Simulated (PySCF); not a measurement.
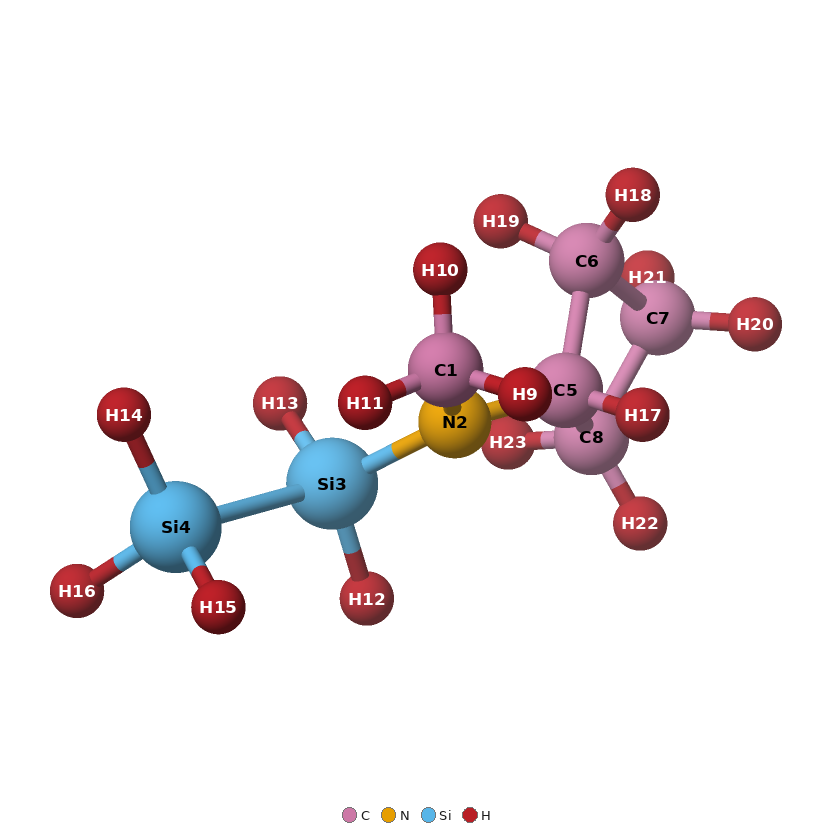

The computed structure is the end point of a PBE0-D3(BJ)/def2-SVP optimisation. No frequency run is at hand to confirm it as a minimum. Level of theory: delta-SCF UKS SCAN, pcX-2 on the ionised atom, pcseg-1 elsewhere, spin-free X2C (PySCF 2.14.0).

Give the core-electron binding energies (to vacuum; p and d levels without spin–orbit splitting) of C1 1s, N2 1s, Si3 1s, Si3 2p, Si4 1s, Si4 2p, C5 1s, C6 1s, C7 1s.

```json
{"atom": "C1", "level": "1s", "binding energy (eV)": "291.4"}
{"atom": "N2", "level": "1s", "binding energy (eV)": "404.0"}
{"atom": "Si3", "level": "1s", "binding energy (eV)": "1846.2"}
{"atom": "Si3", "level": "2p", "binding energy (eV)": "106.5"}
{"atom": "Si4", "level": "1s", "binding energy (eV)": "1846.0"}
{"atom": "Si4", "level": "2p", "binding energy (eV)": "106.5"}
{"atom": "C5", "level": "1s", "binding energy (eV)": "291.1"}
{"atom": "C6", "level": "1s", "binding energy (eV)": "290.2"}
{"atom": "C7", "level": "1s", "binding energy (eV)": "290.5"}
```
